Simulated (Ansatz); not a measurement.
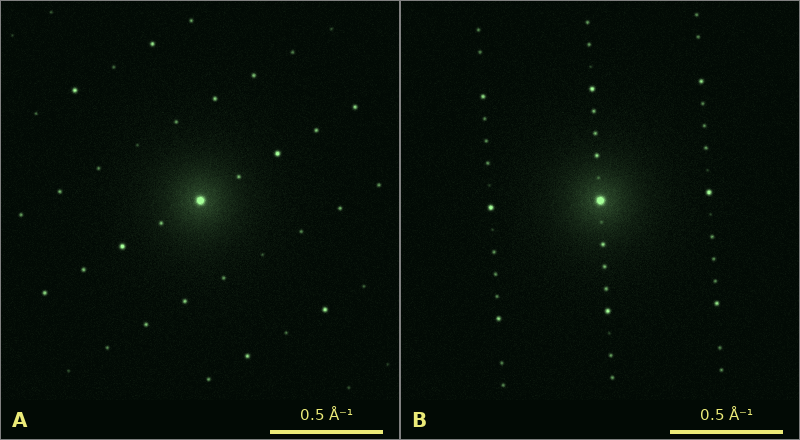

Kinematic electron diffraction patterns (120 kV, B = 0.5 Å², same scale, each along a low-index zone) of two structures of composition Bi3S2, each relaxed at zero pressure with DFT PBE, scalar-relativistic, plane waves, PAW (Ansatz).

The structures (standard cells):
1. R-3m (No. 166), a = 4.064 Å, c = 29.949 Å (hexagonal axes), 15 atoms; generated start, possibly hypothetical
2. R-3m (No. 166), a = 9.257 Å, c = 6.221 Å (hexagonal axes), 15 atoms; generated start, possibly hypothetical

Which pattern belongs to which structure, and along which zone?

Answer. A is structure 2 along [101] or an equivalent direction: oblique net of -1 1 1 at d = 4.91 Å and -1 -2 1 at d = 2.72 Å, 76.0° apart. B is structure 1 along [210] or an equivalent direction: rectangular net of 0 0 3 (weak) at d = 9.98 Å and 1 -2 0 at d = 2.03 Å, 90.0° apart (some points of this net are extinct or too weak to see).

Rank the structures by their computed energy.

Answer. Structure 1 (R-3m, 28.56 Å³ an atom) is the lowest of these; structure 2 (R-3m, 30.78 Å³ an atom) lies about 160 meV an atom higher. These are static energies at 0 K; other structures, not shown, may lie lower still.
